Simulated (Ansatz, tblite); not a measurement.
# Cu(AsH3)Me (CH₆AsCu): charged states by level of theory

Aim: the energy of removing an electron for Cu(AsH3)Me (CH₆AsCu), by energy differences, and how well orbital energies stand in for it.

Method: as each input shows; program: Ansatz 0.2.0, Gaussian basis.

The runs, in order: charge +1 doublet, at the geometry of the singlet (PBE0-D4/def2-TZVP, PBE-D4/def2-TZVP, r2SCAN-D4/def2-TZVP, CCSD(T)/def2-TZVP); charge +1 doublet, relaxed (PBE0-D4/def2-TZVP, PBE-D4/def2-TZVP); the starting singlet's energies come from earlier runs.

### 1 The geometry

The singlet was relaxed beforehand with B3LYP-D4/def2-SVP.

9 atoms, charge 0, spin multiplicity 1.

Atoms are counted from 1 here; the program's logs count them from 0.

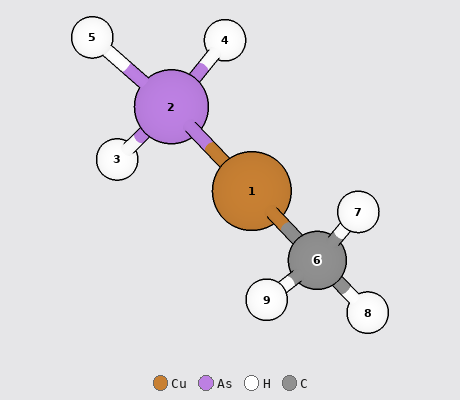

The geometry (copper orange, arsenic purple, hydrogen white, carbon grey); atoms are numbered from 1 in the order of the file.

Formally the metal is d10. No spin-orbit coupling is included.

### 2 Charge +1 doublet at the fixed geometry, first pass, PBE0-D4/def2-SVP

Contents of in.yaml:

```yaml
crystal:
  periodic: [false, false, false]
  atoms:
    - {symbol: Cu, position_ang: [-0.000691, -0.000236, -0.313109]}
    - {symbol: As, position_ang: [-0.010995, -0.026512, 2.039271]}
    - {symbol: H, position_ang: [1.287043, -0.155850, 2.816544]}
    - {symbol: H, position_ang: [-0.769726, -1.097822, 2.802511]}
    - {symbol: H, position_ang: [-0.557180, 1.154327, 2.822260]}
    - {symbol: C, position_ang: [0.010951, 0.027036, -2.242063]}
    - {symbol: H, position_ang: [-1.015771, 0.034193, -2.648391]}
    - {symbol: H, position_ang: [0.527301, -0.858869, -2.651774]}
    - {symbol: H, position_ang: [0.529078, 0.923743, -2.625240]}
basis:
  gaussian: {orbitals: def2-SVP}
total_charge: 1
magnetization: {spin_polarized: true, initial_magnetization: 1}
hamiltonian: {xc: pbe0, dispersion: d4}
output: {orbitals: {seedname: orbitals}}
```

On the command line:

```bash
ansatz run in.yaml --threads 4 --pin off --events-out ev --progress --plain --max-ram 3916MiB
```

What it wrote:

```text
Functional definition: PBE0
  name "PBE0"
  cite "Adamo & Barone, J. Chem. Phys. 110, 6158 (1999) doi:10.1063/1.478522"
  cite "Perdew, Burke & Ernzerhof, Phys. Rev. Lett. 77, 3865 (1996) doi:10.1103/PhysRevLett.77.3865"
  parent pbe
  parameter a = 0.25
  parameter kappa = 0.804
  parameter beta = 0.06672455060314922
  exchange = (1 - a)*pbe_x(kappa = kappa, mu = beta*pi^2/3) + a*exact_x
  correlation = pbe_c(beta = beta)
1119 factors; integrals over basis functions are off by at most 1.1e-3 eV
mean field evaluation 1: about -106554.3210 eV, gradient 7.3e1 eV
mean field evaluation 2: about -105515.1912 eV, gradient 3.3e2 eV
mean field evaluation 4: about -106559.7948 eV, gradient 7.9e1 eV
mean field evaluation 8: about -106578.6961 eV, gradient 1.0e0 eV
mean field evaluation 16: about -106578.8471 eV, gradient 9.4e-3 eV
mean field -106578.84713552 eV, -3916.7003904930 hartree, gradient 5.4e-5 eV, S^2 0.753078; 0 other end points of the search recorded, 0 dependent functions left out
reference -106578.84718085 eV, -3916.7003921590 hartree; 37, 36 occupied and 70, 71 virtual orbitals, 1119 factors
Total energy: -106578.95819849 eV, -3916.7044719819 hartree
```

It took 1.6 s on 4 threads of INTEL XEON PLATINUM 8581C at 2.30GHz, shared host.

HOMO -13.38 eV, LUMO -9.77 eV (over both spins); ⟨S²⟩ 0.753 (pure: 0.75).

### 3 Charge +1 doublet at the fixed geometry, PBE0-D4/def2-TZVP

start.molden holds the orbitals of an earlier run on this state, given as this run's starting guess.

in.yaml, as its differences from that of step 2:

```diff
@@ -13,3 +13,3 @@
 basis:
-  gaussian: {orbitals: def2-SVP}
+  gaussian: {orbitals: def2-TZVP, initial_orbitals: start.molden}
 total_charge: 1
@@ -17,2 +17,3 @@
 hamiltonian: {xc: pbe0, dispersion: d4}
+scf: {omitted_lower_state_checks: [starts]}
 output: {orbitals: {seedname: orbitals}}
```

Launched as before.

What it wrote:

```text
Functional definition: PBE0
  name "PBE0"
  cite "Adamo & Barone, J. Chem. Phys. 110, 6158 (1999) doi:10.1063/1.478522"
  cite "Perdew, Burke & Ernzerhof, Phys. Rev. Lett. 77, 3865 (1996) doi:10.1103/PhysRevLett.77.3865"
  parent pbe
  parameter a = 0.25
  parameter kappa = 0.804
  parameter beta = 0.06672455060314922
  exchange = (1 - a)*pbe_x(kappa = kappa, mu = beta*pi^2/3) + a*exact_x
  correlation = pbe_c(beta = beta)
these checks for a lower state are left out or cut short: starts
1409 factors; their error is unknown
mean field evaluation 1: about -106592.2637 eV, gradient 1.0e2 eV
mean field evaluation 2: about -106593.7463 eV, gradient 3.0e0 eV
mean field evaluation 4: about -106594.1030 eV, gradient 3.5e-1 eV
mean field evaluation 8: about -106594.1032 eV, gradient 1.3e-5 eV
mean field -106594.10323353 eV, -3917.2610417540 hartree, gradient 1.3e-5 eV, S^2 0.753498; 0 other end points of the search recorded, 0 dependent functions left out
reference -106594.10327361 eV, -3917.2610432269 hartree; 37, 36 occupied and 123, 124 virtual orbitals, 1409 factors
Total energy: -106594.21429125 eV, -3917.2651230499 hartree
Checks for a lower state left out: starts
```

It took 2.4 s on 4 threads of INTEL XEON PLATINUM 8581C at 2.30GHz, shared host; peak memory 0.61 GiB.

From the report: HOMO -13.45 eV, LUMO -9.79 eV (over both spins); ⟨S²⟩ 0.753 (pure: 0.75).

### 4 Charge +1 doublet at the fixed geometry, PBE-D4/def2-TZVP

in.yaml, as its differences from that of step 3:

```diff
@@ -16,3 +16,3 @@
 magnetization: {spin_polarized: true, initial_magnetization: 1}
-hamiltonian: {xc: pbe0, dispersion: d4}
+hamiltonian: {xc: pbe, dispersion: d4}
 scf: {omitted_lower_state_checks: [starts]}
```

Same command.

What it wrote:

```text
Functional definition: PBE
  name "PBE"
  cite "Perdew, Burke & Ernzerhof, Phys. Rev. Lett. 77, 3865 (1996) doi:10.1103/PhysRevLett.77.3865"
  parent pbe
  parameter kappa = 0.804
  parameter beta = 0.06672455060314922
  exchange = pbe_x(kappa = kappa, mu = beta*pi^2/3)
  correlation = pbe_c(beta = beta)
these checks for a lower state are left out or cut short: starts
1270 factors; their error is unknown
mean field evaluation 1: about -106592.0631 eV, gradient 8.2e0 eV
mean field evaluation 2: about -106592.2212 eV, gradient 2.2e-1 eV
mean field evaluation 4: about -106592.1785 eV, gradient 2.8e-3 eV
mean field -106592.17854733 eV, -3917.1903108408 hartree, gradient 2.6e-5 eV, S^2 0.751989; 0 other end points of the search recorded, 0 dependent functions left out
reference -106592.17860103 eV, -3917.1903128141 hartree; 37, 36 occupied and 123, 124 virtual orbitals, 1270 factors
Total energy: -106592.30937055 eV, -3917.1951185055 hartree
Checks for a lower state left out: starts
```

Wall time 1.4 s (4 threads of INTEL XEON PLATINUM 8581C at 2.30GHz, shared host).

Report: HOMO -12.07 eV, LUMO -11.11 eV (over both spins); ⟨S²⟩ 0.752 (pure: 0.75).

### 5 Charge +1 doublet at the fixed geometry, r2SCAN-D4/def2-TZVP

in.yaml, as its differences from that of step 4:

```diff
@@ -16,3 +16,3 @@
 magnetization: {spin_polarized: true, initial_magnetization: 1}
-hamiltonian: {xc: pbe, dispersion: d4}
+hamiltonian: {xc: r2scan, dispersion: d4}
 scf: {omitted_lower_state_checks: [starts]}
```

The command is unchanged.

What it wrote:

```text
Functional definition: r2SCAN
  name "r2SCAN"
  cite "Furness, Kaplan, Ning, Perdew & Sun, J. Phys. Chem. Lett. 11, 8208 (2020) doi:10.1021/acs.jpclett.0c02405"
  cite "Furness, Kaplan, Ning, Perdew & Sun, J. Phys. Chem. Lett. 11, 9248 (2020) doi:10.1021/acs.jpclett.0c03077"
  parent r2scan
  parameter k0 = 0.174
  parameter k1 = 0.065
  parameter a1 = 4.9479
  exchange = r2scan_x(k0 = k0, k1 = k1, a1 = a1)
  correlation = r2scan_c
these checks for a lower state are left out or cut short: starts
1270 factors; their error is unknown
mean field evaluation 1: about -106608.3877 eV, gradient 5.6e0 eV
mean field evaluation 2: about -106608.4521 eV, gradient 1.3e-1 eV
mean field evaluation 4: about -106608.4119 eV, gradient 4.1e-4 eV
mean field -106608.41188515 eV, -3917.7868750022 hartree, gradient 2.8e-5 eV, S^2 0.754294; 0 other end points of the search recorded, 0 dependent functions left out
reference -106608.41190689 eV, -3917.7868758011 hartree; 37, 36 occupied and 123, 124 virtual orbitals, 1270 factors
Total energy: -106608.44252715 eV, -3917.7880010751 hartree
Checks for a lower state left out: starts
```

Wall time 2.6 s (4 threads of INTEL XEON PLATINUM 8581C at 2.30GHz, shared host).

From the report: HOMO -12.32 eV, LUMO -10.76 eV (over both spins); ⟨S²⟩ 0.754 (pure: 0.75).

### 6 Charge +1 doublet at the fixed geometry, CCSD(T)/def2-TZVP

in.yaml, as its differences from that of step 5:

```diff
@@ -16,4 +16,4 @@
 magnetization: {spin_polarized: true, initial_magnetization: 1}
-hamiltonian: {xc: r2scan, dispersion: d4}
-scf: {omitted_lower_state_checks: [starts]}
+correlation: {method: ccsd_t, frozen_orbitals: {As: 9, C: 1, Cu: 9, H: 0}}
+scf: {omitted_lower_state_checks: [starts, cluster_reference]}
 output: {orbitals: {seedname: orbitals}}
```

Same command.

What it wrote, shortened:

```text
Functional definition: HF
  name "HF"
  cite "Fock, Z. Phys. 61, 126 (1930) doi:10.1007/BF01340294"
  parent pbe
[...]
1294 factors; integrals over basis functions are off by at most 1.1e-3 eV
[...]
mean field -106511.82902652 eV, -3914.2375204137 hartree, gradient 1.5e-6 eV, S^2 0.765355; 0 other end points of the search recorded, 0 dependent functions left out
19 core orbitals not correlated: weight in the atoms' cores, before any rotation towards them, 1.000 or more for the frozen orbitals, at most 0.000 for the correlated occupied ones
reference -106511.82902652 eV, -3914.2375204137 hartree; 18, 17 occupied and 123, 124 virtual orbitals, 1294 factors
second order -23.39384944 eV of doubles, -0.00000000 eV of singles
cycle   1  -21.41867315 eV  change     2.0e0 eV  update   2.0e-1
[...]
cycle  17  -22.90192552 eV  change    2.1e-5 eV  update   5.7e-6
perturbative correction -0.81045219 eV, -0.0297835686 hartree
Total energy: -106535.54140422 eV, -3915.1089342216 hartree
Checks for a lower state left out: starts, cluster_reference
```

It took 59 s on 4 threads of INTEL XEON PLATINUM 8581C at 2.30GHz, shared host; peak memory 3.2 GiB.

Report: Hartree-Fock HOMO -16.21 eV, LUMO -4.98 eV (over both spins); ⟨S²⟩ 0.765 (pure: 0.75); T1 0.039.

### 7 Vertical ionisation energy

Charged state less starting state, singlet to doublet; the starting state's energies are those of its earlier runs.

Differences are taken before rounding.

| method | vertical ionisation energy (eV) | from CCSD(T)/def2-TZVP (eV) | time |
| --- | --- | --- | --- |
| HF/def2-TZVP | 6.27 | -1.47 |  |
| PBE-D4/def2-TZVP | 7.93 | +0.20 | 2.1 s |
| r2SCAN-D4/def2-TZVP | 7.78 | +0.04 | 4.2 s |
| PBE0-D4/def2-TZVP | 7.77 | +0.03 | 3.7 s |
| MP2/def2-TZVP | 8.09 | +0.36 |  |
| CCSD/def2-TZVP | 7.57 | -0.17 |  |
| CCSD(T)/def2-TZVP | 7.74 | 0 | 73 s |

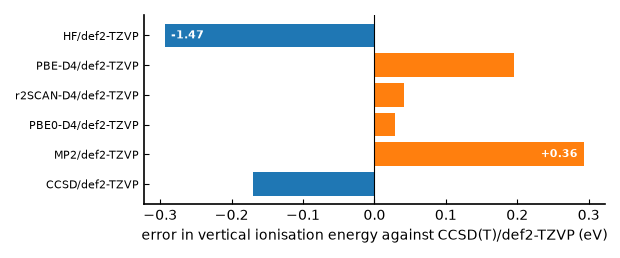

How far each level lands from CCSD(T)/def2-TZVP. Bars with a number in them are cut short.

Times add the two runs; a level without a time comes out of a correlated run.

Beside −ε(HOMO) of the starting state:

| level | −ε(HOMO) (eV) | by difference (eV) | mismatch (eV) |
| --- | --- | --- | --- |
| PBE-D4/def2-TZVP | 4.80 | 7.93 | -3.13 |
| r2SCAN-D4/def2-TZVP | 4.84 | 7.78 | -2.94 |
| PBE0-D4/def2-TZVP | 5.77 | 7.77 | -1.99 |

### 8 Relaxing the charge +1 doublet

in.yaml, as its differences from that of step 6:

```diff
@@ -13,7 +13,8 @@
 basis:
-  gaussian: {orbitals: def2-TZVP, initial_orbitals: start.molden}
+  gaussian: {orbitals: def2-SVP}
 total_charge: 1
 magnetization: {spin_polarized: true, initial_magnetization: 1}
-correlation: {method: ccsd_t, frozen_orbitals: {As: 9, C: 1, Cu: 9, H: 0}}
-scf: {omitted_lower_state_checks: [starts, cluster_reference]}
+hamiltonian: {xc: {name: B3LYP}, dispersion: d4}
+scf: {omitted_lower_state_checks: [starts]}
 output: {orbitals: {seedname: orbitals}}
+relax: {f_tol: 0.02, max_steps: 100}
```

Same command.

What it wrote, shortened:

```text
Functional definition: B3LYP
  name "B3LYP"
  cite "Stephens, Devlin, Chabalowski & Frisch, J. Phys. Chem. 98, 11623 (1994) doi:10.1021/j100096a001"
  cite "Becke, Phys. Rev. A 38, 3098 (1988) doi:10.1103/PhysRevA.38.3098"
  cite "Lee, Yang & Parr, Phys. Rev. B 37, 785 (1988) doi:10.1103/PhysRevB.37.785"
  cite "Vosko, Wilk & Nusair, Can. J. Phys. 58, 1200 (1980) doi:10.1139/p80-159"
[...]
1203 factors; integrals over basis functions are off by at most 4.4e-4 eV
[...]
mean field -106596.86176809 eV, -3917.3624160292 hartree, gradient 4.2e-5 eV, S^2 0.752450; 0 other end points of the search recorded, 0 dependent functions left out
[...]
reference -106596.86205523 eV, -3917.3624265814 hartree; 37, 36 occupied and 70, 71 virtual orbitals, 1203 factors
[...]
Total energy: -106597.32847964 eV, -3917.3795673626 hartree
Atom 0 at     0.000276     0.001518    -0.336281 Å, force     0.000109     0.000129     0.012962 eV/Å
Atom 1 at    -0.010338    -0.025415     2.064417 Å, force     0.000256     0.000512    -0.019469 eV/Å
Atom 2 at     1.320222    -0.158703     2.758668 Å, force    -0.000097    -0.000090    -0.001362 eV/Å
Atom 3 at    -0.788977    -1.124536     2.739530 Å, force    -0.000025    -0.000044    -0.001754 eV/Å
Atom 4 at    -0.570866     1.184927     2.765151 Å, force    -0.000038    -0.000127    -0.001318 eV/Å
Atom 5 at     0.011554     0.028482    -2.344954 Å, force    -0.000047    -0.000045    -0.002861 eV/Å
Atom 6 at    -1.067690     0.032348    -2.554950 Å, force     0.008759    -0.000131     0.004724 eV/Å
Atom 7 at     0.552046    -0.904884    -2.558447 Å, force    -0.004456     0.007520     0.004769 eV/Å
Atom 8 at     0.553782     0.966273    -2.533126 Å, force    -0.004461    -0.007725     0.004308 eV/Å
Dipole moment:     0.001396     0.003450    -0.284098 e Å
Checks for a lower state left out: starts
```

It took 11 s on 4 threads of INTEL XEON PLATINUM 8581C at 2.30GHz, shared host.

Step by step:

| step | energy from step 1 (eV) | largest force component (eV/Å) |
| --- | --- | --- |
| 1 | 0.0000 | 2.0890 |
| 2 | -0.1960 | 1.1979 |
| 3 | -0.2400 | 0.5336 |
| 4 | -0.2526 | 0.0582 |
| 5 | -0.2531 | 0.0195 |

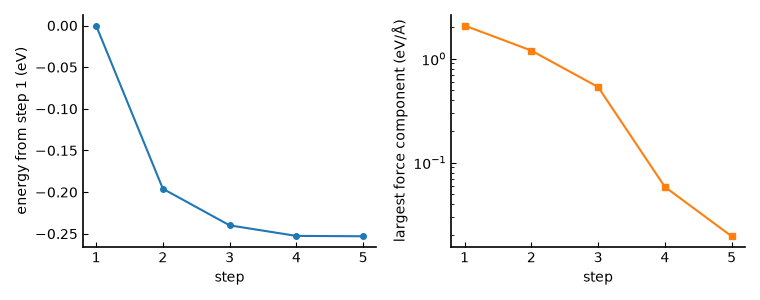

Energy and largest force along the relaxation.

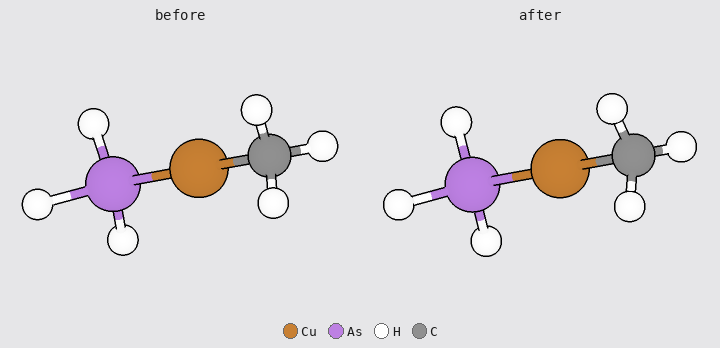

Before and after, at one scale.

Distances of close pairs at the start and the end, largest changes first:

| bond | before (Å) | after (Å) | change (Å) |
| --- | --- | --- | --- |
| Cu1–C6 | 1.929 | 2.009 | +0.080 |
| Cu1–As2 | 2.353 | 2.401 | +0.048 |
| As2–H4 | 1.519 | 1.507 | -0.012 |
| As2–H3 | 1.518 | 1.507 | -0.012 |
| As2–H5 | 1.518 | 1.507 | -0.012 |
| C6–H9 | 1.104 | 1.099 | -0.005 |
| C6–H7 | 1.104 | 1.099 | -0.005 |
| C6–H8 | 1.104 | 1.099 | -0.005 |

### 9 Charge +1 doublet, PBE0-D4/def2-TZVP

Contents of in.yaml:

```yaml
crystal:
  periodic: [false, false, false]
  atoms:
    - {symbol: Cu, position_ang: [0.000276, 0.001518, -0.336281]}
    - {symbol: As, position_ang: [-0.010338, -0.025415, 2.064417]}
    - {symbol: H, position_ang: [1.320222, -0.158703, 2.758668]}
    - {symbol: H, position_ang: [-0.788977, -1.124536, 2.739530]}
    - {symbol: H, position_ang: [-0.570866, 1.184927, 2.765151]}
    - {symbol: C, position_ang: [0.011554, 0.028482, -2.344954]}
    - {symbol: H, position_ang: [-1.067690, 0.032348, -2.554950]}
    - {symbol: H, position_ang: [0.552046, -0.904884, -2.558447]}
    - {symbol: H, position_ang: [0.553782, 0.966273, -2.533126]}
basis:
  gaussian: {orbitals: def2-TZVP, initial_orbitals: start.molden}
total_charge: 1
magnetization: {spin_polarized: true, initial_magnetization: 1}
hamiltonian: {xc: pbe0, dispersion: d4}
scf: {omitted_lower_state_checks: [starts]}
output: {orbitals: {seedname: orbitals}}
```

The command is unchanged.

What it wrote:

```text
Functional definition: PBE0
  name "PBE0"
  cite "Adamo & Barone, J. Chem. Phys. 110, 6158 (1999) doi:10.1063/1.478522"
  cite "Perdew, Burke & Ernzerhof, Phys. Rev. Lett. 77, 3865 (1996) doi:10.1103/PhysRevLett.77.3865"
  parent pbe
  parameter a = 0.25
  parameter kappa = 0.804
  parameter beta = 0.06672455060314922
  exchange = (1 - a)*pbe_x(kappa = kappa, mu = beta*pi^2/3) + a*exact_x
  correlation = pbe_c(beta = beta)
these checks for a lower state are left out or cut short: starts
1409 factors; their error is unknown
mean field evaluation 1: about -106592.4818 eV, gradient 1.0e2 eV
mean field evaluation 2: about -106593.9765 eV, gradient 3.1e0 eV
mean field evaluation 4: about -106594.3426 eV, gradient 3.6e-1 eV
mean field evaluation 8: about -106594.3430 eV, gradient 2.2e-5 eV
mean field -106594.34296780 eV, -3917.2698518260 hartree, gradient 2.2e-5 eV, S^2 0.756432; 0 other end points of the search recorded, 0 dependent functions left out
reference -106594.34300672 eV, -3917.2698532563 hartree; 37, 36 occupied and 123, 124 virtual orbitals, 1409 factors
Total energy: -106594.45341775 eV, -3917.2739107868 hartree
Checks for a lower state left out: starts
```

Wall time 2.7 s (4 threads of INTEL XEON PLATINUM 8581C at 2.30GHz, shared host); peak memory 0.6 GiB.

Report: HOMO -12.87 eV, LUMO -9.24 eV (over both spins); ⟨S²⟩ 0.756 (pure: 0.75).

### 10 Charge +1 doublet, PBE-D4/def2-TZVP

in.yaml, as its differences from that of step 9:

```diff
@@ -16,3 +16,3 @@
 magnetization: {spin_polarized: true, initial_magnetization: 1}
-hamiltonian: {xc: pbe0, dispersion: d4}
+hamiltonian: {xc: pbe, dispersion: d4}
 scf: {omitted_lower_state_checks: [starts]}
```

Same command.

What it wrote:

```text
Functional definition: PBE
  name "PBE"
  cite "Perdew, Burke & Ernzerhof, Phys. Rev. Lett. 77, 3865 (1996) doi:10.1103/PhysRevLett.77.3865"
  parent pbe
  parameter kappa = 0.804
  parameter beta = 0.06672455060314922
  exchange = pbe_x(kappa = kappa, mu = beta*pi^2/3)
  correlation = pbe_c(beta = beta)
these checks for a lower state are left out or cut short: starts
1270 factors; their error is unknown
mean field evaluation 1: about -106592.2410 eV, gradient 8.2e0 eV
mean field evaluation 2: about -106592.4210 eV, gradient 3.4e-1 eV
mean field evaluation 4: about -106592.3798 eV, gradient 1.9e-1 eV
mean field evaluation 8: about -106592.3799 eV, gradient 1.1e-5 eV
mean field -106592.37992277 eV, -3917.1977112518 hartree, gradient 1.1e-5 eV, S^2 0.753210; 0 other end points of the search recorded, 0 dependent functions left out
reference -106592.37997562 eV, -3917.1977131941 hartree; 37, 36 occupied and 123, 124 virtual orbitals, 1270 factors
Total energy: -106592.51008609 eV, -3917.2024946656 hartree
Checks for a lower state left out: starts
```

Wall time 1.6 s (4 threads of INTEL XEON PLATINUM 8581C at 2.30GHz, shared host).

From the report: HOMO -11.52 eV, LUMO -10.52 eV (over both spins); ⟨S²⟩ 0.753 (pure: 0.75).

### 11 Adiabatic ionisation energy

Charged state less starting state, singlet to doublet; the starting state's energies are those of its earlier runs.

| level | adiabatic ionisation energy (eV) | time |
| --- | --- | --- |
| PBE-D4/def2-TZVP | +7.73 | 2.3 s |
| PBE0-D4/def2-TZVP | +7.53 | 4 s |

Times add the two runs; a level without a time comes out of a correlated run.

### 12 What came out

| quantity | value |
| --- | --- |
| vertical ionisation energy, functionals in def2-TZVP | 7.77 (PBE0-D4) to 7.93 eV (PBE-D4) |
| vertical ionisation energy, CCSD(T)/def2-TZVP | 7.74 eV |
| adiabatic ionisation energy, functionals in def2-TZVP | 7.53 (PBE0-D4) to 7.73 eV (PBE-D4) |
| relaxation of the cation side, PBE-D4/def2-TZVP | 0.20 eV |

The vertical ionisation energy spans 7.77 to 7.93 eV over the functionals, beside 7.74 eV from CCSD(T)/def2-TZVP. −ε(HOMO) misses the level's own difference by -1.99 eV at best (PBE0-D4) and -3.13 eV at worst (PBE-D4). CCSD(T)/def2-TZVP isn't at the basis-set limit; small misses against it rank nothing. The adiabatic ionisation energy spans 7.53 to 7.73 eV over the functionals. Relaxing the oxidised state gains 0.20 eV at PBE-D4/def2-TZVP. The charged states' spins were chosen beforehand and needn't be their lowest.
